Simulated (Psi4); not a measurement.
**One shape, several levels: AlGeNH4O (SMILES [NH2][GeH]1[O][AlH]1)**

Wanted: a comparison of 4 runs (B3LYP/6-31G*, BHLYP/6-31G*, PBE0/6-31G*, wB97X/6-31G*) of AlGeNH4O. 

The results are computed with Psi4 1.11.

## Step 1: The molecule

The species is AlGeNH4O (8 atoms), meant as a singlet with charge 0. SMILES: `[NH2][GeH]1[O][AlH]1`. The N1–H5 distance was set to 1.514 Å, away from the relaxed value. At this shape a bond of the SMILES string is far longer than usual.

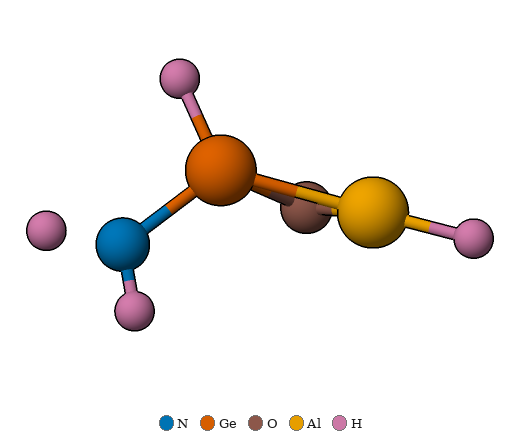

The structure, seen from a chosen angle (nitrogen blue, germanium orange, oxygen brown, aluminium amber, hydrogen pink).

## Step 2: The energy at B3LYP/6-31G(d) (spherical functions) (run 1)

File calc.dat:

```
memory 2200 mb

molecule molecule1 {
  0 1
  N     -1.169755     0.857386     0.465649
  Ge     0.070045    -0.472914     0.578149
  O      1.008445    -0.819014    -1.032251
  Al     0.262445    -2.329914    -0.817851
  H     -0.662600     2.276400     0.611900
  H     -1.851155     0.798186    -0.274851
  H      1.068845     0.038886     1.636649
  H      0.182645    -3.717114    -1.564351
  symmetry c1
}

set basis 6-31G*
set puream true
set e_convergence 1e-09
set d_convergence 1e-08
set scf_type pk
set dft_radial_points 99
set dft_spherical_points 590

e_tot, wfn = energy('b3lyp', return_wfn=True)
```

The run is started by

```console
$ psi4 calc.dat calc.out -n 1
```

calc.out:

```text
[...]
  Running in c1 symmetry.
[...]
  Nuclear repulsion =  337.797256993077610
[...]
  Multiplicity = 1
[...]
  Nalpha       = 32
  Nbeta        = 32
[...]
    Number of basis functions: 86
[...]
   @RKS iter   1: -2449.71323945340828   -1.97012e+00   3.30176e-02 DIIS/ADIIS
[...]
   @RKS iter  14: -2451.51376528111768   -4.54747e-13   2.10380e-09 DIIS
[...]
    Orbital Energies [Eh]
    ---------------------
    Doubly Occupied:
       1A   -398.731390     2A    -56.056798     3A    -49.806925
       4A    -44.331392     5A    -44.330230     6A    -44.330026
       7A    -19.110365     8A    -14.339370     9A     -6.238843
      10A     -4.411286    11A     -4.408575    12A     -4.407660
      13A     -4.155327    14A     -2.711090    15A     -2.707015
      16A     -2.704599    17A     -1.216714    18A     -1.215103
      19A     -1.212383    20A     -1.210636    21A     -1.209722
      22A     -0.914862    23A     -0.800277    24A     -0.521220
      25A     -0.425291    26A     -0.406176    27A     -0.368782
      28A     -0.352316    29A     -0.336813    30A     -0.295684
      31A     -0.253189    32A     -0.221879
[...]
  @RKS Final Energy: -2451.51376528111768
   => Energetics <=
    Nuclear Repulsion Energy =            337.7972569930776103
    One-Electron Energy =               -4085.8853909487102101
    Two-Electron Energy =                1388.9249653498306998
    DFT Exchange-Correlation Energy =     -92.3505966753155008
    Empirical Dispersion Energy =           0.0000000000000000
    VV10 Nonlocal Energy =                  0.0000000000000000
    Total Energy =                      -2451.5137652811172302
[...]
 Multipole Moments:
 ------------------------------------------------------------------------------------
     Multipole            Electronic (a.u.)      Nuclear  (a.u.)        Total (a.u.)
 ------------------------------------------------------------------------------------
 L = 1.  Multiply by 2.5417464519 to convert [e a0] to [Debye]
 Dipole X            :          1.1636454           -1.5539278           -0.3902824
 Dipole Y            :         -1.6149454            1.1905470           -0.4243984
 Dipole Z            :          3.6688683           -3.7452648           -0.0763965
 Magnitude           :                                                    0.5816105
[...]
```

Wall time 17 s (1 thread of Intel Xeon Platinum 8375C at 2.90GHz (Ice Lake), shared host); peak memory 1.2 GiB.

## Step 3: Energy and gradient at BHLYP/6-31G(d) (spherical functions) (run 2)

File algeh4no.xyz:

```xyz
8
AlGeH4NO
N     -1.169755     0.857386     0.465649
Ge     0.070045    -0.472914     0.578149
O      1.008445    -0.819014    -1.032251
Al     0.262445    -2.329914    -0.817851
H     -0.662600     2.276400     0.611900
H     -1.851155     0.798186    -0.274851
H      1.068845     0.038886     1.636649
H      0.182645    -3.717114    -1.564351
```

File calc.py:

```python
import psi4

psi4.set_memory('2200 MB')
psi4.set_num_threads(1)
psi4.core.set_output_file('output.dat', False)

with open('algeh4no.xyz') as f:
    atoms = ''.join(f.readlines()[2:])
geom = psi4.geometry('0 1\n' + atoms + 'symmetry c1\nno_reorient\nno_com')

psi4.set_options({
    'puream': True,
    'e_convergence': 1e-09,
    'd_convergence': 1e-08,
    'scf_type': 'pk',
    'dft_radial_points': 99,
    'dft_spherical_points': 590,
})

energy_value, wavefunction = psi4.gradient("bhhlyp/6-31G*", molecule=geom, return_wfn=True)
print('gradient / Eh bohr^-1')
print(energy_value.np.round(6))
print(f'energy = {wavefunction.energy():.10f} Eh')
```

The run is started by

```console
$ python calc.py
```

output.dat:

```text
[...]
  Running in c1 symmetry.
[...]
  Nuclear repulsion =  337.797256993077610
[...]
  Multiplicity = 1
[...]
  Nalpha       = 32
  Nbeta        = 32
[...]
    Number of basis functions: 86
[...]
   @RKS iter   1: -2449.79616062992955   -2.67249e+00   3.08134e-02 DIIS/ADIIS
[...]
   @RKS iter  13: -2451.34324579936265   -1.36424e-11   8.71449e-09 DIIS
[...]
    Orbital Energies [Eh]
    ---------------------
    Doubly Occupied:
       1A   -401.226514     2A    -56.995080     3A    -50.712775
       4A    -45.072383     5A    -45.071190     6A    -45.070924
       7A    -19.651707     8A    -14.817474     9A     -6.614020
      10A     -4.711863    11A     -4.709496    12A     -4.708502
      13A     -4.450834    14A     -2.915778    15A     -2.912262
      16A     -2.910825    17A     -1.385388    18A     -1.383608
      19A     -1.380160    20A     -1.378635    21A     -1.377367
      22A     -1.040805    23A     -0.909863    24A     -0.591201
      25A     -0.489812    26A     -0.467608    27A     -0.424071
      28A     -0.412047    29A     -0.396614    30A     -0.353908
      31A     -0.313524    32A     -0.263584
[...]
  @RKS Final Energy: -2451.34324579936265
   => Energetics <=
    Nuclear Repulsion Energy =            337.7972569930776103
    One-Electron Energy =               -4086.3598714209288119
    Two-Electron Energy =                1355.9208798615768501
    DFT Exchange-Correlation Energy =     -58.7015112330881976
    Empirical Dispersion Energy =           0.0000000000000000
    VV10 Nonlocal Energy =                  0.0000000000000000
    Total Energy =                      -2451.3432457993626485
[...]
 Multipole Moments:
 ------------------------------------------------------------------------------------
     Multipole            Electronic (a.u.)      Nuclear  (a.u.)        Total (a.u.)
 ------------------------------------------------------------------------------------
 L = 1.  Multiply by 2.5417464519 to convert [e a0] to [Debye]
 Dipole X            :         -8.4908718            8.0695746           -0.4212972
 Dipole Y            :         87.5175621          -88.0162279           -0.4986659
 Dipole Z            :         -6.2300372            6.1975212           -0.0325159
 Magnitude           :                                                    0.6536178
[...]
  -Total Gradient:
     Atom            X                  Y                   Z
    ------   -----------------  -----------------  -----------------
       1       -0.030353613433    -0.090293350068    -0.021256502353
       2       -0.004724498925    -0.009591529093     0.000696971982
       3        0.000351907047     0.001972019653    -0.002373753534
       4       -0.000121977341     0.003148432307     0.004275072698
       5        0.037328745653     0.105509574984     0.017489275691
       6       -0.003325544032    -0.010231399985     0.002418471965
       7        0.000741615985     0.001636883143     0.000366030784
       8        0.000100149540    -0.002161875462    -0.001621302039
[...]
```

On the terminal:

```text
gradient / Eh bohr^-1
[[-3.0354e-02 -9.0293e-02 -2.1257e-02]
 [-4.7240e-03 -9.5920e-03  6.9700e-04]
 [ 3.5200e-04  1.9720e-03 -2.3740e-03]
 [-1.2200e-04  3.1480e-03  4.2750e-03]
 [ 3.7329e-02  1.0551e-01  1.7489e-02]
 [-3.3260e-03 -1.0231e-02  2.4180e-03]
 [ 7.4200e-04  1.6370e-03  3.6600e-04]
 [ 1.0000e-04 -2.1620e-03 -1.6210e-03]]
energy = -2451.3432457994 Eh
```

Wall time 27 s (1 thread of Intel Xeon Platinum 8375C at 2.90GHz (Ice Lake), shared host); peak memory 1.2 GiB.

Run 3 isn't shown in full; the table further down has it.

## Step 4: Energy and forces at wB97X/6-31G(d) (spherical functions) (run 4)

File calc.dat:

```
memory 2.2 GB

molecule {
  0 1
  N
  Ge 1 r2
  O 2 r3 1 a3
  Al 3 r4 2 a4 1 d4
  H 1 r5 2 a5 3 d5
  H 1 r6 5 a6 2 d6
  H 2 r7 1 a7 6 d7
  H 4 r8 3 a8 2 d8

  r2 = 1.821938
  r3 = 1.895724
  a3 = 114.68919
  r4 = 1.698618
  a4 = 80.66373
  d4 = -118.38144
  r5 = 1.514
  a5 = 116.77169
  d5 = -82.86282
  r6 = 1.008043
  a6 = 110.63639
  d6 = -138.03045
  r7 = 1.542713
  a7 = 103.92794
  d7 = 170.9387
  r8 = 1.577325
  a8 = 138.13807
  d8 = 178.90689
  units angstrom
  symmetry c1
}

set globals {
  basis                6-31G*
  puream               true
  e_convergence        1e-09
  d_convergence        1e-08
  scf_type             pk
  dft_radial_points    99
  dft_spherical_points 590
}

energy_value, wavefunction = gradient("wb97x", return_wfn=True)
oeprop(wavefunction, "DIPOLE", "MAYER_INDICES", "QUADRUPOLE", title="WB97X")
print_variables()
```

The run is started by

```console
$ psi4 calc.dat calc.out -n 1
```

calc.out:

```text
[...]
  Running in c1 symmetry.
[...]
  Nuclear repulsion =  337.797214982511093
[...]
  Multiplicity = 1
[...]
  Nalpha       = 32
  Nbeta        = 32
[...]
    Number of basis functions: 86
[...]
   @RKS iter   1: -2449.82693118595580   -2.58420e+00   3.20064e-02 DIIS/ADIIS
[...]
   @RKS iter  14: -2451.44509018208828   -5.45697e-12   4.70904e-09 DIIS
[...]
    Orbital Energies [Eh]
    ---------------------
    Doubly Occupied:
       1A   -398.541985     2A    -56.068405     3A    -49.827997
       4A    -44.353578     5A    -44.352279     6A    -44.351899
       7A    -19.170171     8A    -14.415111     9A     -6.338995
      10A     -4.514990    11A     -4.511878    12A     -4.510508
      13A     -4.261129    14A     -2.814142    15A     -2.809493
      16A     -2.806803    17A     -1.327948    18A     -1.325904
      19A     -1.323124    20A     -1.321665    21A     -1.320140
      22A     -1.033813    23A     -0.924367    24A     -0.635332
      25A     -0.532354    26A     -0.511118    27A     -0.469647
      28A     -0.452204    29A     -0.435890    30A     -0.392359
      31A     -0.352836    32A     -0.305992
[...]
  @RKS Final Energy: -2451.44509018208828
   => Energetics <=
    Nuclear Repulsion Energy =            337.7972149825110932
    One-Electron Energy =               -4085.8400495785335806
    Two-Electron Energy =                1384.9301046945020062
    DFT Exchange-Correlation Energy =     -88.3323602805674284
    Empirical Dispersion Energy =           0.0000000000000000
    VV10 Nonlocal Energy =                  0.0000000000000000
    Total Energy =                      -2451.4450901820882791
[...]
  -Total Gradient:
     Atom            X                  Y                   Z
    ------   -----------------  -----------------  -----------------
       1       -0.091277202233    -0.004312607837     0.042537960880
       2       -0.006338095847     0.000390935557     0.003904188888
       3       -0.006178733937     0.004764404684    -0.000635825803
       4        0.006343951732    -0.001246955903    -0.001648557977
       5        0.100224372205    -0.006333976218    -0.050643933036
       6       -0.003368297636     0.007736485527     0.007906888391
       7        0.000177569528    -0.000859205013    -0.000932107026
       8        0.000206157993    -0.000481284135     0.000006802676
[...]
 Multipole Moments:
 ------------------------------------------------------------------------------------
     Multipole            Electronic (a.u.)      Nuclear  (a.u.)        Total (a.u.)
 ------------------------------------------------------------------------------------
 L = 1.  Multiply by 2.5417464519 to convert [e a0] to [Debye]
 Dipole X            :          0.6904844           -1.2603394           -0.5698550
 Dipole Y            :          3.5091952           -3.4079055            0.1012897
 Dipole Z            :          2.1831661           -2.1579684            0.0251978
 Magnitude           :                                                    0.5793352
 L = 2.  Multiply by 1.3450342976 to convert [e a0^2] to [Debye ang]
 Quadrupole XX       :       -147.5415076          118.4586919          -29.0828158
 Quadrupole XY       :        -61.8833731           64.1397764            2.2564034
[...]
```

Run time: 47 s. Hardware: 1 thread of Intel Xeon Platinum 8375C at 2.90GHz (Ice Lake), shared host; peak memory 1.2 GiB.

## Step 5: The series

```tsv
run	level	task	energy (Eh)	dipole moment (D)	HOMO energy (eV)	LUMO energy (eV)	wall time
1	B3LYP/6-31G* (spherical functions)	energy	-2451.513765	1.48	-6.04	-1.72	17 s
2	BHLYP/6-31G* (spherical functions)	gradient	-2451.343246	1.66	-7.17	-0.64	27 s
3	PBE0/6-31G* (spherical functions)	energy	-2450.923804	1.39	-6.23	-1.50	18 s
4	wB97X/6-31G* (spherical functions)	gradient	-2451.445090	1.47	-8.33	0.54	47 s
```

## Step 6: Results

| quantity | value |
| --- | --- |
| run 4: total energy | -2451.44509 Eh |
| run 4: dipole moment | 1.47 D |
| run 4: HOMO energy | -8.33 eV |
| run 4: LUMO energy | 0.54 eV |
| run 4: HOMO–LUMO gap | 8.87 eV |
| run 4: largest force on an atom | 5.784 eV/Å |

In words: The dipole moment (its size) runs from 1.39 D (PBE0/6-31G*) to 1.66 D (BHLYP/6-31G*). The HOMO–LUMO gap runs from 4.32 eV (B3LYP/6-31G*) to 8.87 eV (wB97X/6-31G*). Totals of different functionals can't be ranked against each other. In all runs a closed-shell determinant meets a far-stretched bond; if it breaks into open shells, such a determinant describes it badly, and no broken-symmetry solution was shown. All runs together took 1.8 min, the longest 47 s.
